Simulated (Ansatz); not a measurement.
MoSi2 (MoSi2 type, space group I4/mmm), scan of one atom of the cell

Relaxed MoSi₂ (MoSi2 type, space group I4/mmm):

```
CELL_PARAMETERS angstrom
     -1.60108     1.60108     3.90975
      1.60108    -1.60108     3.90975
      1.60108     1.60108    -3.90975
ATOMIC_POSITIONS crystal
  Mo 0.00000 0.00000 0.00000
  Si 0.33530 0.33530 0.00000
  Si 0.66470 0.66470 0.00000
```

In this cell atom 2 (Si, nearest neighbour Si at 2.576 Å; its periodic images, 3.2 Å or more away, move with it) is moved by s towards the nearest neighbour, unit vector (0.000, 0.000, 1.000); all other atoms and the cell stay fixed.

Calculation: r2SCAN (plane waves to 500 eV, PAW, scalar-relativistic; Ansatz, an electronic-structure program). k mesh 12×12×12 (Γ-centred), Fermi-Dirac smearing 0.05 eV. The energy includes the smearing's −TS. With partly filled bands, energies and forces of such displacements shift with the k mesh and the smearing. MoSi2 is run without spin polarisation. MoSi2 was relaxed with its symmetry unable to fall. The PAW data are Ansatz's earlier set. The zero of ΔE is the undisplaced structure.

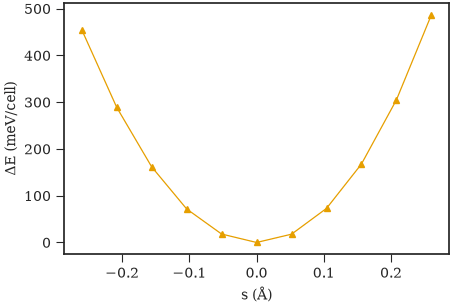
ΔE (meV/cell) against s (Å); markers are the computed points, lines only join them.

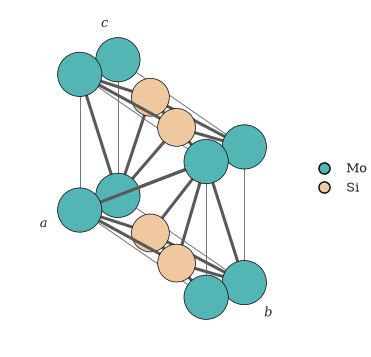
*The cell of the calculation at s = 0.260 Å.*

The force along the line at s = -0.260 Å is 3.58 eV/Å and the energy at s = 0.260 Å comes out as 487 meV/cell. Symmetry of the curve: not even: the positive side lies higher at ±0.260 Å. Harmonic estimate at the end of the scan: ½ks² = 446 meV/cell against the computed 487 meV/cell, so the well is stiffer than harmonic there. Shape of the curve: a single well with its minimum at or next to zero displacement.

With its periodic images moving along, the atom's site symmetry in this cell is 4mm.

(A displaced cell: forces are minus the slopes of the energy, force constants its curvatures, and phonons follow from these.)
